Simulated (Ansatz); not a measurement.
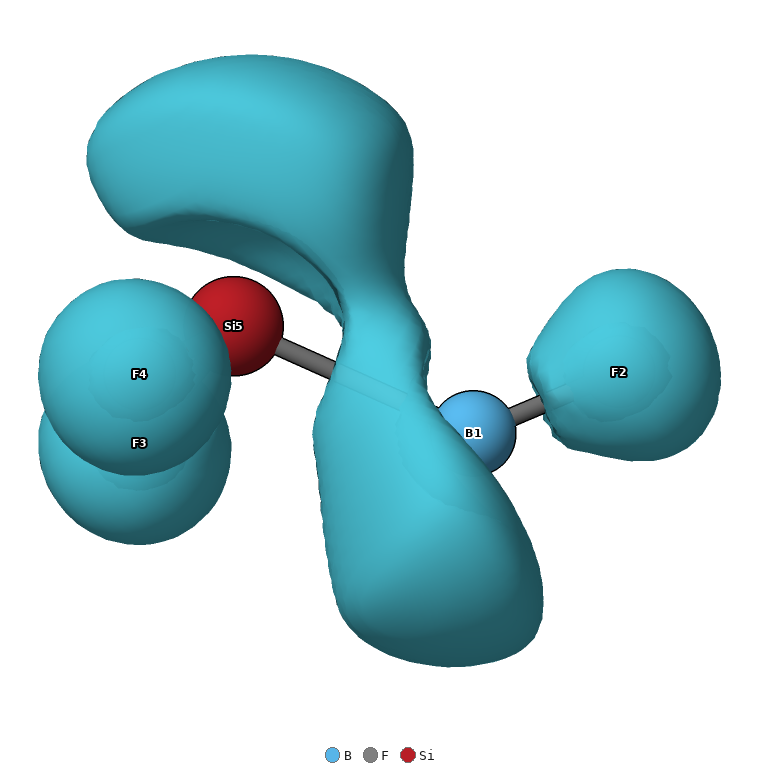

BF3Si (SMILES FB=[Si](F)F). Isosurface of the electron localisation function at 0.75 (cyan), seen from one side. Core shells and regions of very low density are left out.

Geometry: PBE-D3(BJ)/def2-SVP.

Computed with isolated molecule in a Gaussian basis; Kohn-Sham density functional theory, functional PBE0 (Ansatz 0.2.0).

```xyz
5

B    -0.7848   -0.8620   -1.3083
F    -1.1874   -1.7490   -2.1444
F     0.4264    1.8715   -1.1227
F     1.6042    0.0293    0.2635
Si    0.9802    0.3241   -1.2320
```

Where are the electrons localised?

Answer. The surface consists of one region on F in which the atom's valence shell and bonds are merged, two regions wrapped around F (its lone pairs, merged into a ring or cap) and one joined region spread over several atoms (B, Si), in which their bonds and any lone pairs are merged.

Values along the shortest contacts:
B–F (1.28 Å): the ELF peaks at about 0.85 between the atoms: a short, strongly polar bond. Si–F (1.65 Å): the ELF peaks at about 0.85 in the valence shell of F, 0.7 Å from its nucleus, and is about 0.50 at the midpoint.
